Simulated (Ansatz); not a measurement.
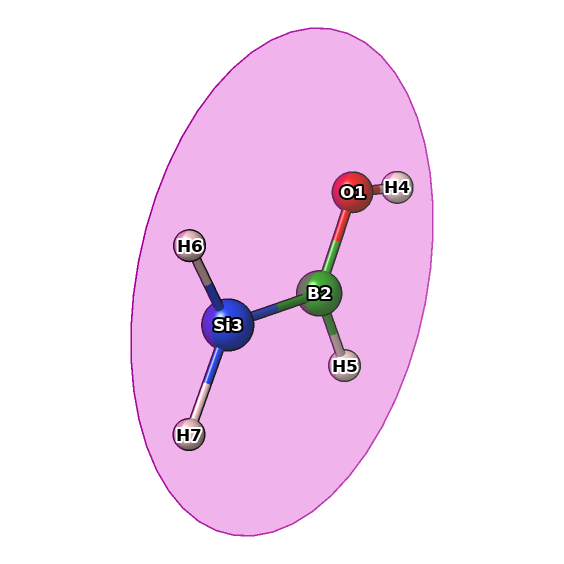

A disc through the centre of mass is drawn in. Atoms fade into the background with distance from the viewer. State: neutral, doublet. Computed geometry: PBE-D4/def2-SVP optimisation. No frequency run is at hand to confirm it as a minimum.

### Is the plane of the disc a mirror plane of the structure?

Yes. The reflection leaves O1, B2, Si3, H4, H5, H6, H7 in place. The point group is Cs.
